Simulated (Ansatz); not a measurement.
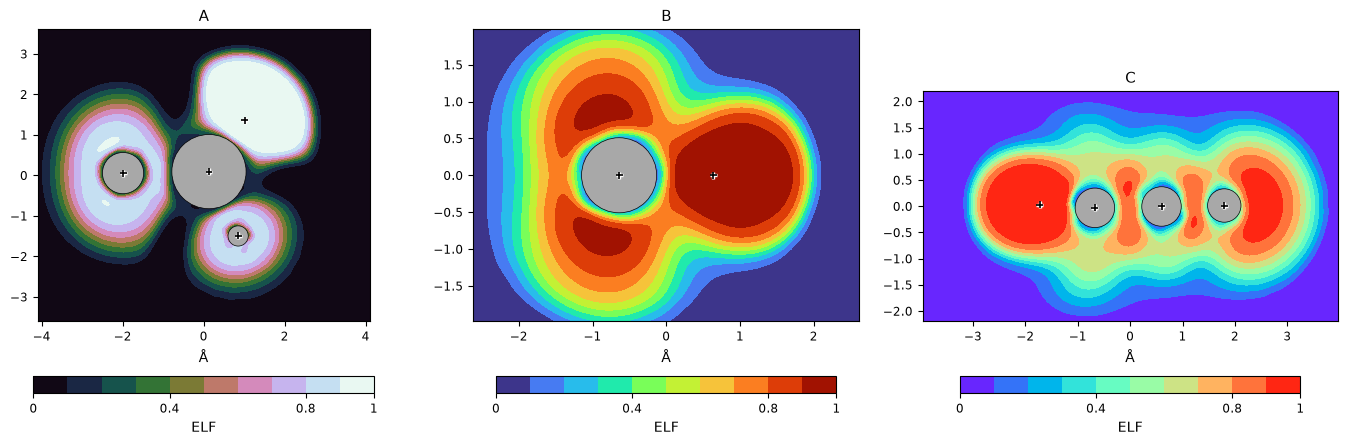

The electron localisation function of 3 systems, each on a plane through atoms (crosses mark nuclei in the plane; grey discs cover the cores).

Level of theory: isolated molecule in a Gaussian basis; Hartree-Fock (Ansatz).

System 1: C2HN (SMILES [CH]C#N) (triplet), a plane that holds the molecular axis. Geometry: GFN2-xTB; ⟨S²⟩ = 2.34, above the pure value of 2.00.

```yaml
atoms:
  - { symbol: C, position_ang: [0.5575, -0.3607, 0.1132] }
  - { symbol: C, position_ang: [-0.5126, 0.2977, -0.0830] }
  - { symbol: N, position_ang: [-1.5234, 0.9143, -0.2641] }
  - { symbol: H, position_ang: [1.4785, -0.8513, 0.2339] }
```

System 2: HCl (SMILES Cl), a plane that holds the molecular axis. Geometry: PBE0-D4/def2-TZVP.

```xyz
2

Cl    0.5460   -0.1785    0.2808
H    -0.5460    0.1785   -0.2808
```

System 3: ClFGaH, the molecular plane. Geometry: PBE0-D4/def2-TZVP.

| atom | x (Å) | y (Å) | z (Å) |
| --- | --- | --- | --- |
| F | -1.6868 | 0.0404 | 0.2663 |
| Ga | 0.0242 | 0.1336 | -0.0590 |
| Cl | 1.0662 | -1.6589 | 0.3917 |
| H | 0.6520 | 1.4246 | -0.6194 |

> Match each panel to its system.

Panel A is system 3, ClFGaH: the plane holds F, Ga, Cl and H. Ga–F (1.74 Å): the ELF peaks at about 0.85 in the valence shell of F, 0.5 Å from its nucleus, and is about 0.10 at the midpoint. Panel B is system 2, HCl: the plane holds Cl and H. Cl–H (1.28 Å): the ELF climbs to about 1 towards the hydrogen, as it does in any bond to H. Panel C is system 1, C2HN: the plane holds C, N and H. C–N (1.20 Å): the ELF peaks at about 0.90 between the atoms (a multiple bond).
